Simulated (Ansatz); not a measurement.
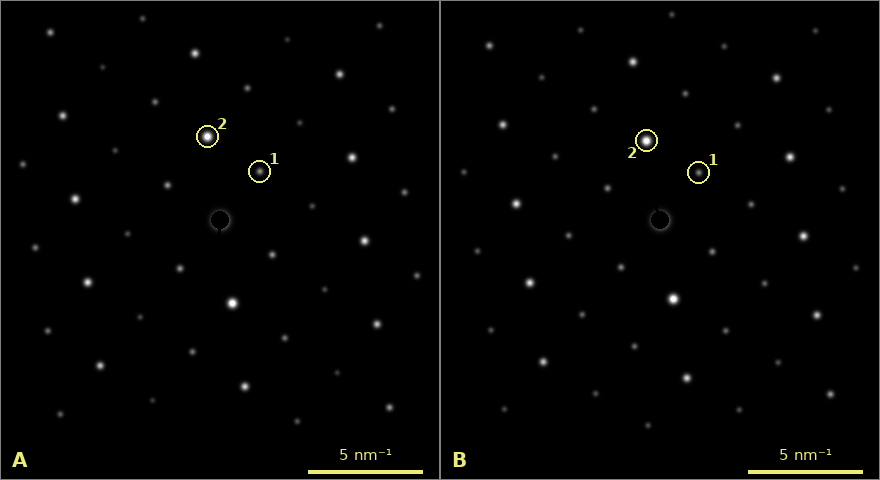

Kinematic electron diffraction patterns (300 kV, B = 0.5 Å², same scale) along [100] of the run's own cell, for the start and the end of one relaxation of ScPb2 with DFT PBE, scalar-relativistic, plane waves, PAW (Ansatz 0.2.0). k mesh 16×16×16. The start is a generated model structure, and the relaxation ends in the nearest stationary point of its symmetry, not necessarily the ground state. Spot 1 is 0 -1 0 and spot 2 is 0 0 -1 in both.

Start structure:

```yaml
crystal:
  lattice:
    - [-1.99686, 1.99686, 4.89855]
    - [1.99686, -1.99686, 4.89855]
    - [1.99686, 1.99686, -4.89855]
  atoms:
    - { symbol: Sc, position: [0.00000, 0.00000, 0.00000] }
    - { symbol: Pb, position: [0.66500, 0.66500, 0.00000] }
    - { symbol: Pb, position: [0.33500, 0.33500, 0.00000] }
```

**Which pattern belongs to the start structure, and which to the relaxed one?**

B is the start: its cell gives d(1) = 3.698 Å, d(2) = 2.824 Å and an angle of 49.1°. A is the relaxed structure, with d(1) = 3.602 Å (-2.6 %), d(2) = 2.688 Å (-4.8 %) and 47.9°.

**Summarise the relaxation behind the change.**

The volume changed by +4.2 % to 27.14 Å³ an atom; with the mean shift removed, the atoms moved by up to 0.11 Å relative to the cell (Pb most); the space group stayed I4/mmm (No. 139); the free energy fell by 38 meV an atom. Relaxed cell: a = 6.242 Å, b = 6.242 Å, c = 6.242 Å, α = 144.54°, β = 144.54°, γ = 51.02°.
